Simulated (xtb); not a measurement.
## C2H4FNOSi: geometry relaxation (part 1 of 4)

System: C2H4FNOSi.
Method: GFN2-xTB (xtb 6.7.1).

The geometry: force field.

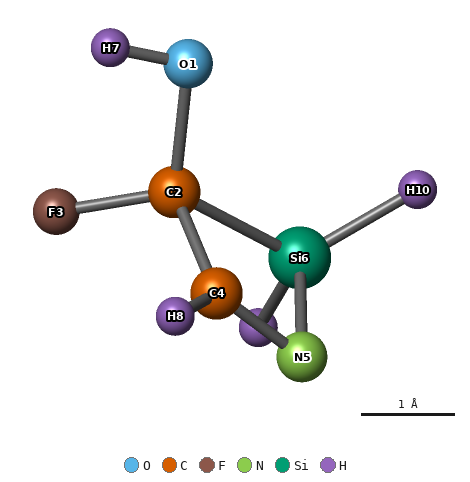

*The input geometry (ball-and-stick view, seen at a tilt; atoms are numbered from 1 in the order of the input).*

Results in brief:

```json
{"quantity": "outcome", "value": "converged"}
{"quantity": "electrons treated", "value": "34"}
{"quantity": "total energy", "value": "−19.719567 hartree"}
{"quantity": "dispersion energy", "value": "−0.006120 hartree"}
{"quantity": "basis functions", "value": "34"}
{"quantity": "HOMO", "value": "−10.52 eV"}
{"quantity": "LUMO", "value": "−7.81 eV"}
{"quantity": "zero-point energy", "value": "0.057861 hartree"}
{"quantity": "dipole moment", "value": "0.93 D"}
{"quantity": "wavenumbers, lowest and highest", "value": "122 and 3458 cm⁻¹"}
{"quantity": "hardware", "value": "1 thread of AMD EPYC (Zen 3), 176 GiB of memory available, shared host"}
{"quantity": "wall time", "value": "0.57 s"}
{"quantity": "peak memory", "value": "0.073 GiB"}
```

Input (mol.coord):
```
$coord
      3.032254539575     -1.794861873170     -0.492273655465  o
      0.508714272749     -0.945052034925      0.459770366121  c
     -0.259648369524     -2.431132659331      2.376708546942  f
     -1.492127748005     -0.771764149297     -1.537670147608  c
     -2.344016284986      1.528599462210     -1.548252613906  n
     -0.167618707254      2.518626978901      0.765905998311  si
      3.006743236892     -3.514323673967     -0.181980625801  h
     -2.250096896592     -2.368204779381     -2.660923356086  h
     -1.523119256448      3.370137570658      3.150551394976  h
      1.645762481937      4.311032208109     -0.326733646948  h
$end
```

File xcontrol:
```
$chrg 0
$spin 0
$end
```

Launched with:
```bash
xtb mol.coord --gfn 2 --json --ohess -I xcontrol | tee run.log
```

Output:
```
* xtb version 6.7.1
   ID    Z sym.   atoms
    1    8 o      1
    2    6 c      2, 4
    3    9 f      3
    4    7 n      5
    5   14 si     6
    6    1 h      7-10

           -------------------------------------------------
          |                Calculation Setup                |
           -------------------------------------------------

          program call               : xtb mol.coord --gfn 2 --json --ohess -I xcontrol
          coordinate file            : mol.coord
          omp threads                :                     1

           -------------------------------------------------
          |                 G F N 2 - x T B                 |
           -------------------------------------------------

      * Hamiltonian:
        H0-scaling (s, p, d)           1.850000    2.230000    2.230000
        zeta-weighting                 0.500000
      * Dispersion:
        s8                             2.700000
        a1                             0.520000
        a2                             5.000000
        s9                             5.000000
      * Repulsion:
        kExp                           1.500000    1.000000
        rExp                           1.000000
      * Coulomb:
        alpha                          2.000000
        third order                    shell-resolved
        anisotropic                    true
        a3                             3.000000
        a5                             4.000000
        cn-shift                       1.200000
        cn-exp                         4.000000
        max-rad                        5.000000

          ...................................................
          :                      SETUP                      :
          :.................................................:
          :  # basis functions                  34          :
          :  # atomic orbitals                  33          :
          :  # shells                           17          :
          :  # electrons                        34          :
          :  max. iterations                   250          :
          :  Hamiltonian                  GFN2-xTB          :
          :  restarted?                      false          :
          :  GBSA solvation                  false          :
          :  PC potential                    false          :
          :  electronic temp.          300.0000000     K    :
          :  accuracy                    1.0000000          :
          :  -> integral cutoff          0.2500000E+02      :
          :  -> integral neglect         0.1000000E-07      :
          :  -> SCF convergence          0.1000000E-05 Eh   :
          :  -> wf. convergence          0.1000000E-03 e    :
          :  Broyden damping             0.4000000          :
          :  net charge                          0          :
          :  unpaired electrons                  0          :
          ...................................................

 iter      E             dE          RMSdq      gap      omega  full diag
   1    -19.7727702 -0.197728E+02  0.721E+00    2.87       0.0  T
   2    -19.8280664 -0.552961E-01  0.402E+00    3.06       1.0  T
   3    -19.8075559  0.205104E-01  0.337E+00    2.34       1.0  T
   4    -19.8452672 -0.377112E-01  0.117E+00    2.67       1.0  T
   5    -19.8459611 -0.693913E-03  0.680E-01    2.54       1.0  T
   6    -19.8467148 -0.753721E-03  0.266E-01    2.60       1.0  T
   7    -19.8468488 -0.134032E-03  0.143E-01    2.59       1.0  T
   8    -19.8468973 -0.485147E-04  0.571E-02    2.61       1.0  T
   9    -19.8468999 -0.255625E-05  0.138E-02    2.61       2.3  T
  10    -19.8469002 -0.297953E-06  0.797E-03    2.61       4.0  T
  11    -19.8469004 -0.182423E-06  0.171E-03    2.61      18.5  T
  12    -19.8469004 -0.970737E-08  0.570E-04    2.61      55.5  T
  13    -19.8469004 -0.603873E-09  0.851E-05    2.61     371.7  T

   *** convergence criteria satisfied after 13 iterations ***

         #    Occupation            Energy/Eh            Energy/eV
      -------------------------------------------------------------
         1        2.0000           -0.8378247             -22.7984
       ...           ...                  ...                  ...
        11        2.0000           -0.4981142             -13.5544
        12        2.0000           -0.4926635             -13.4061
        13        2.0000           -0.4836835             -13.1617
        14        2.0000           -0.4672140             -12.7135
        15        2.0000           -0.4528198             -12.3219
        16        2.0000           -0.4128380             -11.2339
        17        2.0000           -0.3943643             -10.7312 (HOMO)
        18                         -0.2983851              -8.1195 (LUMO)
        19                         -0.2307187              -6.2782
        20                         -0.2015861              -5.4854
        21                         -0.1769047              -4.8138
        22                         -0.0844142              -2.2970
       ...                                ...                  ...
        33                          0.6373586              17.3434
      -------------------------------------------------------------
                  HL-Gap            0.0959793 Eh            2.6117 eV
             Fermi-level           -0.3463747 Eh           -9.4253 eV

 SCC (total)                   0 d,  0 h,  0 min,  0.009 sec
 SCC setup                      ...        0 min,  0.000 sec (  1.463%)
 Dispersion                     ...        0 min,  0.000 sec (  0.936%)
 classical contributions        ...        0 min,  0.000 sec (  0.301%)
 integral evaluation            ...        0 min,  0.001 sec ( 15.006%)
 iterations                     ...        0 min,  0.005 sec ( 52.804%)
 molecular gradient             ...        0 min,  0.003 sec ( 27.806%)
 printout                       ...        0 min,  0.000 sec (  1.213%)

         :::::::::::::::::::::::::::::::::::::::::::::::::::::
         ::                     SUMMARY                     ::
         :::::::::::::::::::::::::::::::::::::::::::::::::::::
         :: total energy             -19.702618393712 Eh    ::
         :: gradient norm              0.126369891188 Eh/a0 ::
         :: HOMO-LUMO gap              2.611728672916 eV    ::
         ::.................................................::
         :: SCC energy               -19.846895245089 Eh    ::
         :: -> isotropic ES            0.064108002558 Eh    ::
         :: -> anisotropic ES          0.000290622054 Eh    ::
         :: -> anisotropic XC          0.002056349834 Eh    ::
         :: -> dispersion             -0.006067341253 Eh    ::
         :: repulsion energy           0.144276851377 Eh    ::
         :: add. restraining           0.000000000000 Eh    ::
         :: total charge              -0.000000000000 e     ::
         :::::::::::::::::::::::::::::::::::::::::::::::::::::

      -----------------------------------------------------------
     |                   =====================                   |
     |                        A N C O P T                        |
     |                   =====================                   |
     |               Approximate Normal Coordinate               |
     |                Rational Function Optimizer                |
      -----------------------------------------------------------
      -----------------------------------------------------------
     |                   =====================                   |
     |                        A N C O P T                        |
     |                   =====================                   |
     |               Approximate Normal Coordinate               |
     |                Rational Function Optimizer                |
      -----------------------------------------------------------

          ...................................................
          :                      SETUP                      :
          :.................................................:
          :   optimization level            normal          :
          :   max. optcycles                   200          :
          :   ANC micro-cycles                  20          :
          :   degrees of freedom                24          :
          :.................................................:
          :   RF solver                   davidson          :
          :   write xtbopt.log                true          :
          :   linear?                        false          :
          :   energy convergence         0.5000000E-05 Eh   :
          :   grad. convergence          0.1000000E-02 Eh/α :
          :   maxmium RF displ.          1.0000000          :
          :   Hlow (freq-cutoff)         0.1000000E-01      :
          :   Hmax (freq-cutoff)         5.0000000          :
          :   S6 in model hess.         20.0000000          :
          ...................................................

generating ANC from exact Hessian ...
Using Lindh-Hessian (1995)
 Shifting diagonal of input Hessian by    1.1596303848925259E-003
 Lowest  eigenvalues of input Hessian
    0.000000    0.000000    0.000000    0.000000    0.000000    0.000000
    0.010000    0.012580    0.015039    0.022894    0.028606    0.034285
    0.055333    0.056294    0.072046    0.091647    0.127037    0.161492
 Highest eigenvalues
    0.958839    1.178031    1.359137    1.449094    1.581837    1.782466

........................................................................
.............................. CYCLE    1 ..............................
........................................................................

 iter      E             dE          RMSdq      gap      omega  full diag
   1    -19.8469004 -0.198469E+02  0.256E-05    2.61       0.0  T
   2    -19.8469004 -0.220268E-12  0.163E-05    2.61    1940.6  T
   3    -19.8469004  0.227374E-12  0.147E-05    2.61    2145.4  T
     SCC iter.                  ...        0 min,  0.002 sec
     gradient                   ...        0 min,  0.002 sec
 * total energy  :   -19.7026184 Eh     change       -0.2238210E-11 Eh
   gradient norm :     0.1263698 Eh/α   predicted     0.0000000E+00 (-100.00%)
   displ. norm   :     0.2296984 α      lambda       -0.1763470E-01
   maximum displ.:     0.0858218 α      in ANC's #10, #4, #15, ...

........................................................................
.............................. CYCLE    2 ..............................
........................................................................

 iter      E             dE          RMSdq      gap      omega  full diag
   1    -19.8592049 -0.198592E+02  0.703E-01    2.68       0.0  T
   2    -19.8593355 -0.130633E-03  0.464E-01    2.69       1.0  T
   3    -19.8592903  0.452848E-04  0.175E-01    2.71       1.0  T
   4    -19.8593380 -0.477854E-04  0.731E-02    2.69       1.0  T
   5    -19.8593609 -0.228172E-04  0.431E-02    2.70       1.0  T
   6    -19.8593666 -0.569126E-05  0.186E-02    2.70       1.7  T
   7    -19.8593667 -0.141550E-06  0.590E-03    2.70       5.4  T
   8    -19.8593668 -0.105476E-06  0.313E-03    2.70      10.1  T
   9    -19.8593668 -0.100033E-07  0.861E-04    2.70      36.7  T
  10    -19.8593668 -0.579206E-09  0.213E-04    2.70     148.3  T
     SCC iter.                  ...        0 min,  0.003 sec
     gradient                   ...        0 min,  0.002 sec
 * total energy  :   -19.7149396 Eh     change       -0.1232124E-01 Eh
   gradient norm :     0.0583452 Eh/α   predicted    -0.9282567E-02 ( -24.66%)
   displ. norm   :     0.2005239 α      lambda       -0.6397780E-02
   maximum displ.:     0.1005042 α      in ANC's #1, #7, #10, ...

........................................................................
.............................. CYCLE    3 ..............................
........................................................................

 iter      E             dE          RMSdq      gap      omega  full diag
   1    -19.8639971 -0.198640E+02  0.505E-01    2.71       0.0  T
   2    -19.8641810 -0.183926E-03  0.301E-01    2.73       1.0  T
   3    -19.8641596  0.214541E-04  0.206E-01    2.72       1.0  T
   4    -19.8642166 -0.570225E-04  0.587E-02    2.73       1.0  T
   5    -19.8642191 -0.251320E-05  0.331E-02    2.73       1.0  T
   6    -19.8642208 -0.166557E-05  0.137E-02    2.73       2.3  T
   7    -19.8642208 -0.635456E-07  0.283E-03    2.73      11.2  T
   8    -19.8642208 -0.553458E-08  0.106E-03    2.73      29.7  T
   9    -19.8642208 -0.518352E-09  0.285E-04    2.73     111.0  T
  10    -19.8642208  0.682050E-10  0.141E-04    2.73     224.7  T
     SCC iter.                  ...        0 min,  0.004 sec
     gradient                   ...        0 min,  0.003 sec
 * total energy  :   -19.7182724 Eh     change       -0.3332750E-02 Eh
   gradient norm :     0.0183747 Eh/α   predicted    -0.3327515E-02 (  -0.16%)
   displ. norm   :     0.0904754 α      lambda       -0.5960334E-03
   maximum displ.:     0.0425575 α      in ANC's #1, #4, #6, ...

........................................................................
.............................. CYCLE    4 ..............................
........................................................................

 iter      E             dE          RMSdq      gap      omega  full diag
   1    -19.8611637 -0.198612E+02  0.157E-01    2.72       0.0  T
   2    -19.8611704 -0.679354E-05  0.983E-02    2.72       1.0  T
   3    -19.8611614  0.904620E-05  0.483E-02    2.72       1.0  T
   4    -19.8611723 -0.109140E-04  0.174E-02    2.72       1.8  T
   5    -19.8611726 -0.240434E-06  0.647E-03    2.72       4.9  T
   6    -19.8611726 -0.673174E-07  0.421E-03    2.72       7.5  T
   7    -19.8611726 -0.967145E-08  0.101E-03    2.72      31.3  T
   8    -19.8611726 -0.500187E-10  0.415E-04    2.72      76.2  T
   9    -19.8611726 -0.651820E-09  0.188E-04    2.72     167.9  T
     SCC iter.                  ...        0 min,  0.003 sec
     gradient                   ...        0 min,  0.002 sec
 * total energy  :   -19.7186868 Eh     change       -0.4144189E-03 Eh
   gradient norm :     0.0134506 Eh/α   predicted    -0.3004549E-03 ( -27.50%)
   displ. norm   :     0.1425914 α      lambda       -0.4956669E-03
   maximum displ.:     0.0904065 α      in ANC's #1, #6, #2, ...

........................................................................
.............................. CYCLE    5 ..............................
........................................................................

 iter      E             dE          RMSdq      gap      omega  full diag
   1    -19.8594957 -0.198595E+02  0.173E-01    2.71       0.0  T
   2    -19.8595030 -0.737076E-05  0.117E-01    2.72       1.0  T
   3    -19.8594884  0.146058E-04  0.466E-02    2.71       1.0  T
   4    -19.8595045 -0.160788E-04  0.205E-02    2.72       1.5  T
   5    -19.8595056 -0.113980E-05  0.708E-03    2.71       4.5  T
   6    -19.8595057 -0.241223E-07  0.387E-03    2.71       8.2  T
   7    -19.8595057 -0.353822E-07  0.132E-03    2.71      23.9  T
   8    -19.8595057 -0.182619E-08  0.573E-04    2.71      55.2  T
   9    -19.8595057 -0.162117E-09  0.237E-04    2.71     133.5  T
     SCC iter.                  ...        0 min,  0.003 sec
     gradient                   ...        0 min,  0.003 sec
 * total energy  :   -19.7190252 Eh     change       -0.3383837E-03 Eh
   gradient norm :     0.0126404 Eh/α   predicted    -0.2528722E-03 ( -25.27%)
   displ. norm   :     0.1112923 α      lambda       -0.3152735E-03
   maximum displ.:     0.0643656 α      in ANC's #1, #6, #9, ...

........................................................................
.............................. CYCLE    6 ..............................
........................................................................
```
